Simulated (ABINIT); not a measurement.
# Mg3SiS (Pm-3m): zone-centre phonons, part 3 of 4

Aim: the zone-centre modes of Mg3SiS (Pm-3m).

ABINIT 10.8.3; DFT LDA, scalar-relativistic, plane waves, HGH norm-conserving pseudopotentials.

So far. Step 5 (Relaxation): The volume changes by +0.9 % in this run and stands -30.0 % from the first cell. Step 7 (Zone-centre response): The acoustic modes at Γ come out as far as 3.0 cm⁻¹ from zero, where they should vanish, a small numerical error. The lowest optical mode is imaginary, 163i cm⁻¹, an instability at this level and on this k mesh. The relaxed cell has a = 4.638 Å (conventional setting).

The structure was built from a prototype and need not be the compound's stable phase.

### 8. Zone-centre analysis

anaddb reads the merged derivatives and imposes the acoustic sum rule.

anaddb.abi

```
ddb_filepath "gamma_DDB"
output_file "anaddb.abo"
outdata_prefix "anaddb"
asr 1
chneut 1
enunit 2
eivec 1
nph1l 1
qph1l 0.0 0.0 0.0 1.0
```

mrgddb.in

```
gamma_DDB
merged
2
dfpt_gammao_DDB
gso_DDB
```

Run with:

```console
$ mrgddb < mrgddb.in > mrgddb.log
$ OMP_NUM_THREADS=1 anaddb anaddb.abi > anaddb.log
```

anaddb.abo, the main output file:

```text
-outvars_anaddb: echo values of input variables ----------------------

 Miscellaneous information :
      enunit         2
       eivec         1
         asr         1
 First list of wavevector (reduced coord.) :
       nph1l         1
       qph1l
                     0.00000000E+00  0.00000000E+00  0.00000000E+00    1.000E+00

================================================================================

 read the DDB information and perform some checks

  ==== Info on the Cryst% object ====
 Real(R)+Recip(G) space primitive vectors, cartesian coordinates (Bohr,Bohr^-1):
 R(1)=  8.7645806  0.0000000  0.0000000  G(1)=  0.1140956  0.0000000  0.0000000
 R(2)=  0.0000000  8.7645806  0.0000000  G(2)=  0.0000000  0.1140956  0.0000000
 R(3)=  0.0000000  0.0000000  8.7645806  G(3)=  0.0000000  0.0000000  0.1140956
 Unit cell volume ucvol=  6.7327644E+02 bohr^3
 Angles (23,13,12)=  9.00000000E+01  9.00000000E+01  9.00000000E+01 degrees
 Time-reversal symmetry is present
 Reduced atomic positions [iatom, xred, symbol]:
    1)    0.0000000  0.0000000  0.0000000  Si
    2)    0.5000000  0.5000000  0.5000000   S
    3)    0.5000000  0.5000000  0.0000000  Mg
    4)    0.5000000  0.0000000  0.5000000  Mg
    5)    0.0000000  0.5000000  0.5000000  Mg

 DDB file with 3 blocks has been read.

================================================================================

 Treat the first list of vectors

  Phonon wavevector (reduced coordinates) :  0.00000  0.00000  0.00000
 Phonon energies in Hartree :
  -7.435884E-04 -7.435884E-04 -7.435884E-04 -6.021209E-04 -6.021209E-04
  -6.021209E-04  0.000000E+00  0.000000E+00  0.000000E+00  6.058463E-04
   6.058463E-04  6.058463E-04  2.232919E-03  2.232919E-03  2.232919E-03
 Phonon energies in meV     :
- -2.023407E+01 -2.023407E+01 -2.023407E+01 -1.638454E+01 -1.638454E+01
- -1.638454E+01  0.000000E+00  0.000000E+00  0.000000E+00  1.648592E+01
-  1.648592E+01  1.648592E+01  6.076083E+01  6.076083E+01  6.076083E+01
 Phonon frequencies in cm-1    :
- -1.631988E+02 -1.631988E+02 -1.631988E+02 -1.321503E+02 -1.321503E+02
- -1.321503E+02  0.000000E+00  0.000000E+00  0.000000E+00  1.329679E+02
-  1.329679E+02  1.329679E+02  4.900692E+02  4.900692E+02  4.900692E+02
 Phonon frequencies in Thz     :
- -4.892577E+00 -4.892577E+00 -4.892577E+00 -3.961765E+00 -3.961765E+00
- -3.961765E+00  0.000000E+00  0.000000E+00  0.000000E+00  3.986277E+00
-  3.986277E+00  3.986277E+00  1.469190E+01  1.469190E+01  1.469190E+01
 Phonon energies in Kelvin  :
- -2.348067E+02 -2.348067E+02 -2.348067E+02 -1.901347E+02 -1.901347E+02
- -1.901347E+02  0.000000E+00  0.000000E+00  0.000000E+00  1.913111E+02
-  1.913111E+02  1.913111E+02  7.051002E+02  7.051002E+02  7.051002E+02

 Eigendisplacements
 (will be given, for each mode : in cartesian coordinates
   for each atom the real part of the displacement vector,
   then the imaginary part of the displacement vector - absolute values smaller than 1.0d-7 are set to zero)
  Mode number    1   Energy   -7.435884E-04
 Attention : low frequency mode.
   (Could be unstable or acoustic mode)
-  1  0.00000000E+00  0.00000000E+00  2.02833543E-03
-     0.00000000E+00  0.00000000E+00  0.00000000E+00
-  2  0.00000000E+00  0.00000000E+00  1.52203210E-03
-     0.00000000E+00  0.00000000E+00  0.00000000E+00
-  3  0.00000000E+00  0.00000000E+00  9.22423008E-04
-     0.00000000E+00  0.00000000E+00  0.00000000E+00
-  4  0.00000000E+00  0.00000000E+00 -2.63717796E-03
-     0.00000000E+00  0.00000000E+00  0.00000000E+00
-  5  0.00000000E+00  0.00000000E+00 -2.63717796E-03
-     0.00000000E+00  0.00000000E+00  0.00000000E+00
  Mode number    2   Energy   -7.435884E-04
 Attention : low frequency mode.
   (Could be unstable or acoustic mode)
-  1  0.00000000E+00 -2.02833543E-03  0.00000000E+00
-     0.00000000E+00  0.00000000E+00  0.00000000E+00
-  2  0.00000000E+00 -1.52203210E-03  0.00000000E+00
-     0.00000000E+00  0.00000000E+00  0.00000000E+00
-  3  0.00000000E+00  2.63717796E-03  0.00000000E+00
-     0.00000000E+00  0.00000000E+00  0.00000000E+00
-  4  0.00000000E+00 -9.22423008E-04  0.00000000E+00
-     0.00000000E+00  0.00000000E+00  0.00000000E+00
-  5  0.00000000E+00  2.63717796E-03  0.00000000E+00
-     0.00000000E+00  0.00000000E+00  0.00000000E+00
  Mode number    3   Energy   -7.435884E-04
 Attention : low frequency mode.
   (Could be unstable or acoustic mode)
-  1  2.02833543E-03  0.00000000E+00  0.00000000E+00
-     0.00000000E+00  0.00000000E+00  0.00000000E+00
-  2  1.52203210E-03  0.00000000E+00  0.00000000E+00
-     0.00000000E+00  0.00000000E+00  0.00000000E+00
-  3 -2.63717796E-03  0.00000000E+00  0.00000000E+00
-     0.00000000E+00  0.00000000E+00  0.00000000E+00
-  4 -2.63717796E-03  0.00000000E+00  0.00000000E+00
-     0.00000000E+00  0.00000000E+00  0.00000000E+00
-  5  9.22423008E-04  0.00000000E+00  0.00000000E+00
-     0.00000000E+00  0.00000000E+00  0.00000000E+00
  Mode number    4   Energy   -6.021209E-04
 Attention : low frequency mode.
   (Could be unstable or acoustic mode)
-  1  0.00000000E+00  0.00000000E+00  0.00000000E+00
-     0.00000000E+00  0.00000000E+00  0.00000000E+00
-  2  0.00000000E+00  0.00000000E+00  0.00000000E+00
-     0.00000000E+00  0.00000000E+00  0.00000000E+00
-  3  0.00000000E+00  0.00000000E+00  0.00000000E+00
-     0.00000000E+00  0.00000000E+00  0.00000000E+00
-  4  0.00000000E+00  0.00000000E+00 -3.35936458E-03
-     0.00000000E+00  0.00000000E+00  0.00000000E+00
-  5  0.00000000E+00  0.00000000E+00  3.35936458E-03
-     0.00000000E+00  0.00000000E+00  0.00000000E+00
  Mode number    5   Energy   -6.021209E-04
 Attention : low frequency mode.
   (Could be unstable or acoustic mode)
-  1  0.00000000E+00  0.00000000E+00  0.00000000E+00
-     0.00000000E+00  0.00000000E+00  0.00000000E+00
-  2  0.00000000E+00  0.00000000E+00  0.00000000E+00
-     0.00000000E+00  0.00000000E+00  0.00000000E+00
-  3  0.00000000E+00 -3.35936458E-03  0.00000000E+00
-     0.00000000E+00  0.00000000E+00  0.00000000E+00
-  4  0.00000000E+00  0.00000000E+00  0.00000000E+00
-     0.00000000E+00  0.00000000E+00  0.00000000E+00
-  5  0.00000000E+00  3.35936458E-03  0.00000000E+00
-     0.00000000E+00  0.00000000E+00  0.00000000E+00
  Mode number    6   Energy   -6.021209E-04
 Attention : low frequency mode.
   (Could be unstable or acoustic mode)
-  1  0.00000000E+00  0.00000000E+00  0.00000000E+00
-     0.00000000E+00  0.00000000E+00  0.00000000E+00
-  2  0.00000000E+00  0.00000000E+00  0.00000000E+00
-     0.00000000E+00  0.00000000E+00  0.00000000E+00
-  3  3.35936458E-03  0.00000000E+00  0.00000000E+00
-     0.00000000E+00  0.00000000E+00  0.00000000E+00
-  4 -3.35936458E-03  0.00000000E+00  0.00000000E+00
-     0.00000000E+00  0.00000000E+00  0.00000000E+00
-  5  0.00000000E+00  0.00000000E+00  0.00000000E+00
-     0.00000000E+00  0.00000000E+00  0.00000000E+00
  Mode number    7   Energy    0.000000E+00
 Attention : low frequency mode.
   (Could be unstable or acoustic mode)
-  1  0.00000000E+00  0.00000000E+00  2.03041602E-03
-     0.00000000E+00  0.00000000E+00  0.00000000E+00
-  2  0.00000000E+00  0.00000000E+00  2.03043489E-03
-     0.00000000E+00  0.00000000E+00  0.00000000E+00
-  3  0.00000000E+00  0.00000000E+00  2.03043101E-03
-     0.00000000E+00  0.00000000E+00  0.00000000E+00
-  4  0.00000000E+00  0.00000000E+00  2.03040312E-03
-     0.00000000E+00  0.00000000E+00  0.00000000E+00
-  5  0.00000000E+00  0.00000000E+00  2.03040312E-03
-     0.00000000E+00  0.00000000E+00  0.00000000E+00
  Mode number    8   Energy    0.000000E+00
 Attention : low frequency mode.
   (Could be unstable or acoustic mode)
-  1  0.00000000E+00 -2.03041601E-03  0.00000000E+00
-     0.00000000E+00  0.00000000E+00  0.00000000E+00
-  2  0.00000000E+00 -2.03043488E-03  0.00000000E+00
-     0.00000000E+00  0.00000000E+00  0.00000000E+00
-  3  0.00000000E+00 -2.03040311E-03  0.00000000E+00
-     0.00000000E+00  0.00000000E+00  0.00000000E+00
-  4  0.00000000E+00 -2.03043100E-03  0.00000000E+00
-     0.00000000E+00  0.00000000E+00  0.00000000E+00
-  5  0.00000000E+00 -2.03040311E-03  0.00000000E+00
-     0.00000000E+00  0.00000000E+00  0.00000000E+00
  Mode number    9   Energy    0.000000E+00
 Attention : low frequency mode.
   (Could be unstable or acoustic mode)
-  1  2.03041601E-03  0.00000000E+00  0.00000000E+00
-     0.00000000E+00  0.00000000E+00  0.00000000E+00
-  2  2.03043488E-03  0.00000000E+00  0.00000000E+00
-     0.00000000E+00  0.00000000E+00  0.00000000E+00
-  3  2.03040311E-03  0.00000000E+00  0.00000000E+00
-     0.00000000E+00  0.00000000E+00  0.00000000E+00
-  4  2.03040311E-03  0.00000000E+00  0.00000000E+00
-     0.00000000E+00  0.00000000E+00  0.00000000E+00
-  5  2.03043100E-03  0.00000000E+00  0.00000000E+00
-     0.00000000E+00  0.00000000E+00  0.00000000E+00
  Mode number   10   Energy    6.058463E-04
-  1  0.00000000E+00 -1.42960003E-07  3.36057372E-03
-     0.00000000E+00  0.00000000E+00  0.00000000E+00
-  2  0.00000000E+00  0.00000000E+00 -2.10978184E-03
-     0.00000000E+00  0.00000000E+00  0.00000000E+00
-  3  0.00000000E+00  0.00000000E+00 -1.83739415E-03
-     0.00000000E+00  0.00000000E+00  0.00000000E+00
-  4  0.00000000E+00  0.00000000E+00  3.68809055E-04
-     0.00000000E+00  0.00000000E+00  0.00000000E+00
-  5  0.00000000E+00  0.00000000E+00  3.68809055E-04
-     0.00000000E+00  0.00000000E+00  0.00000000E+00
  Mode number   11   Energy    6.058463E-04
-  1  0.00000000E+00  3.36057372E-03  1.42959868E-07
-     0.00000000E+00  0.00000000E+00  0.00000000E+00
-  2  0.00000000E+00 -2.10978184E-03  0.00000000E+00
-     0.00000000E+00  0.00000000E+00  0.00000000E+00
-  3  0.00000000E+00  3.68809055E-04  0.00000000E+00
-     0.00000000E+00  0.00000000E+00  0.00000000E+00
-  4  0.00000000E+00 -1.83739415E-03  0.00000000E+00
-     0.00000000E+00  0.00000000E+00  0.00000000E+00
-  5  0.00000000E+00  3.68809055E-04  0.00000000E+00
-     0.00000000E+00  0.00000000E+00  0.00000000E+00
  Mode number   12   Energy    6.058463E-04
-  1  3.36057373E-03  0.00000000E+00  0.00000000E+00
-     0.00000000E+00  0.00000000E+00  0.00000000E+00
-  2 -2.10978184E-03  0.00000000E+00  0.00000000E+00
-     0.00000000E+00  0.00000000E+00  0.00000000E+00
-  3  3.68809055E-04  0.00000000E+00  0.00000000E+00
-     0.00000000E+00  0.00000000E+00  0.00000000E+00
-  4  3.68809055E-04  0.00000000E+00  0.00000000E+00
-     0.00000000E+00  0.00000000E+00  0.00000000E+00
-  5 -1.83739415E-03  0.00000000E+00  0.00000000E+00
-     0.00000000E+00  0.00000000E+00  0.00000000E+00
  Mode number   13   Energy    2.232919E-03
-  1  0.00000000E+00  0.00000000E+00  4.80220660E-05
-     0.00000000E+00  0.00000000E+00  0.00000000E+00
-  2  0.00000000E+00  0.00000000E+00 -2.49347353E-03
-     0.00000000E+00  0.00000000E+00  0.00000000E+00
-  3  0.00000000E+00  0.00000000E+00  3.77109124E-03
-     0.00000000E+00  0.00000000E+00  0.00000000E+00
-  4  0.00000000E+00  0.00000000E+00 -2.68450739E-04
-     0.00000000E+00  0.00000000E+00  0.00000000E+00
-  5  0.00000000E+00  0.00000000E+00 -2.68450739E-04
-     0.00000000E+00  0.00000000E+00  0.00000000E+00
  Mode number   14   Energy    2.232919E-03
-  1  0.00000000E+00  4.80220660E-05  0.00000000E+00
-     0.00000000E+00  0.00000000E+00  0.00000000E+00
-  2  0.00000000E+00 -2.49347353E-03  0.00000000E+00
-     0.00000000E+00  0.00000000E+00  0.00000000E+00
-  3  0.00000000E+00 -2.68450739E-04  0.00000000E+00
-     0.00000000E+00  0.00000000E+00  0.00000000E+00
-  4  0.00000000E+00  3.77109124E-03  0.00000000E+00
-     0.00000000E+00  0.00000000E+00  0.00000000E+00
-  5  0.00000000E+00 -2.68450739E-04  0.00000000E+00
-     0.00000000E+00  0.00000000E+00  0.00000000E+00
  Mode number   15   Energy    2.232919E-03
-  1  4.80220660E-05  0.00000000E+00  0.00000000E+00
-     0.00000000E+00  0.00000000E+00  0.00000000E+00
-  2 -2.49347353E-03  0.00000000E+00  0.00000000E+00
-     0.00000000E+00  0.00000000E+00  0.00000000E+00
-  3 -2.68450739E-04  0.00000000E+00  0.00000000E+00
-     0.00000000E+00  0.00000000E+00  0.00000000E+00
-  4 -2.68450739E-04  0.00000000E+00  0.00000000E+00
-     0.00000000E+00  0.00000000E+00  0.00000000E+00
-  5  3.77109124E-03  0.00000000E+00  0.00000000E+00
-     0.00000000E+00  0.00000000E+00  0.00000000E+00

 Analysis of degeneracies and characters (maximum tolerance=1.00E-06 a.u.)
 For each vibration mode, or group of modes if degenerate,
 the characters are given for each symmetry operation (see the list in the log file).
 Symmetry characters of vibration mode #   1
       degenerate with vibration modes #   2 to    3
  3.0 -3.0 -1.0  1.0 -1.0  1.0 -1.0  1.0  1.0 -1.0 -1.0  1.0  1.0 -1.0 -1.0  1.0
 -0.0  0.0 -0.0  0.0  0.0 -0.0  0.0 -0.0  1.0 -1.0 -1.0  1.0 -1.0  1.0  1.0 -1.0
 -0.0  0.0  0.0 -0.0  0.0 -0.0 -0.0  0.0  1.0 -1.0  1.0 -1.0 -1.0  1.0 -1.0  1.0
 Symmetry characters of vibration mode #   4
       degenerate with vibration modes #   5 to    6
  3.0 -3.0 -1.0  1.0 -1.0  1.0 -1.0  1.0 -1.0  1.0  1.0 -1.0 -1.0  1.0  1.0 -1.0
 -0.0  0.0 -0.0  0.0  0.0 -0.0  0.0 -0.0 -1.0  1.0  1.0 -1.0  1.0 -1.0 -1.0  1.0
 -0.0  0.0  0.0 -0.0  0.0 -0.0 -0.0  0.0 -1.0  1.0 -1.0  1.0  1.0 -1.0  1.0 -1.0
 Symmetry characters of vibration mode #   7
       degenerate with vibration modes #   8 to    9
  3.0 -3.0 -1.0  1.0 -1.0  1.0 -1.0  1.0  1.0 -1.0 -1.0  1.0  1.0 -1.0 -1.0  1.0
 -0.0  0.0 -0.0  0.0  0.0 -0.0  0.0 -0.0  1.0 -1.0 -1.0  1.0 -1.0  1.0  1.0 -1.0
 -0.0  0.0  0.0 -0.0  0.0 -0.0 -0.0  0.0  1.0 -1.0  1.0 -1.0 -1.0  1.0 -1.0  1.0
 Symmetry characters of vibration mode #  10
       degenerate with vibration modes #  11 to   12
  3.0 -3.0 -1.0  1.0 -1.0  1.0 -1.0  1.0  1.0 -1.0 -1.0  1.0  1.0 -1.0 -1.0  1.0
  0.0 -0.0  0.0 -0.0 -0.0  0.0 -0.0  0.0  1.0 -1.0 -1.0  1.0 -1.0  1.0  1.0 -1.0
  0.0 -0.0 -0.0  0.0 -0.0  0.0  0.0 -0.0  1.0 -1.0  1.0 -1.0 -1.0  1.0 -1.0  1.0
 Symmetry characters of vibration mode #  13
       degenerate with vibration modes #  14 to   15
  3.0 -3.0 -1.0  1.0 -1.0  1.0 -1.0  1.0  1.0 -1.0 -1.0  1.0  1.0 -1.0 -1.0  1.0
  0.0 -0.0  0.0 -0.0 -0.0  0.0 -0.0  0.0  1.0 -1.0 -1.0  1.0 -1.0  1.0  1.0 -1.0
  0.0 -0.0 -0.0  0.0 -0.0  0.0  0.0 -0.0  1.0 -1.0  1.0 -1.0 -1.0  1.0 -1.0  1.0
-
```

Wall time 0.55 s (1 thread of Arm Neoverse N1, shared host).

No LO-TO term; unit eigenvectors of the mass-weighted matrix, from anaddb's displacements. The modes at Γ (shares of kinetic energy by element, %) (negative means imaginary):

| mode | frequency (cm⁻¹) | symmetry | Si % | S % | Mg % |
| --- | --- | --- | --- | --- | --- |
| 1 | -163.2 | T1u | 21 | 14 | 65 |
| 2 | -163.2 | T1u | 21 | 14 | 65 |
| 3 | -163.2 | T1u | 21 | 14 | 65 |
| 4 | -132.2 | T2u | 0 | 0 | 100 |
| 5 | -132.2 | T2u | 0 | 0 | 100 |
| 6 | -132.2 | T2u | 0 | 0 | 100 |
| 7 | 0.0 | acoustic | 21 | 24 | 55 |
| 8 | 0.0 | acoustic | 21 | 24 | 55 |
| 9 | 0.0 | acoustic | 21 | 24 | 55 |
| 10 | 133.0 | T1u | 58 | 26 | 16 |
| 11 | 133.0 | T1u | 58 | 26 | 16 |
| 12 | 133.0 | T1u | 58 | 26 | 16 |
| 13 | 490.1 | T1u | 0 | 36 | 64 |
| 14 | 490.1 | T1u | 0 | 36 | 64 |
| 15 | 490.1 | T1u | 0 | 36 | 64 |

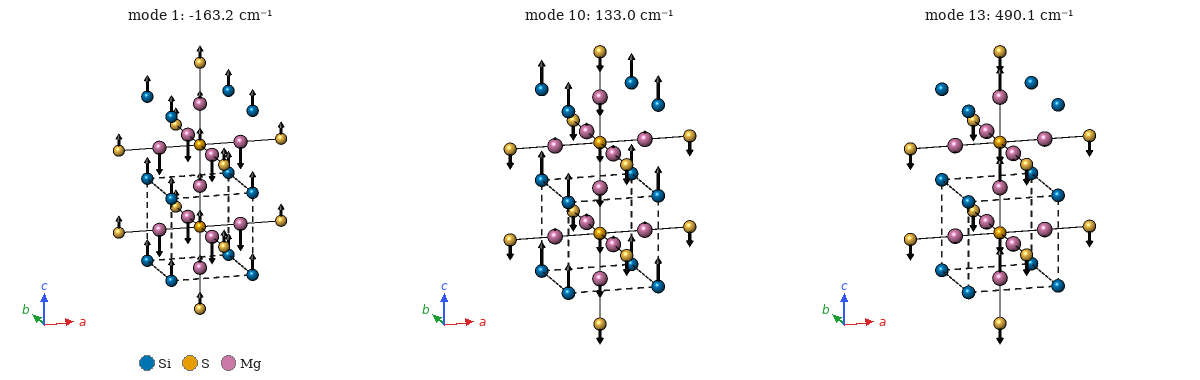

Displacement patterns of modes 1, 10 and 13 at Γ; arrows are exaggerated. 1×1×2 cells are drawn. Some periodic images of atoms are drawn too.

The rule moves no optical mode by more than 0.1 cm⁻¹.

[end of part 3 of 4]

[Host names and launcher messages were left out of these logs when they were recorded.]

[Logs are printed without paths, hosts, clocks, repeated set-up lines and the standing remarks that a program may print on its own settings, such as how far it seeks lower states.]

[Hosts, paths, dates, database ids (printed as entryN), source tags and the programs' standing remarks are cut or masked in the printed files.]
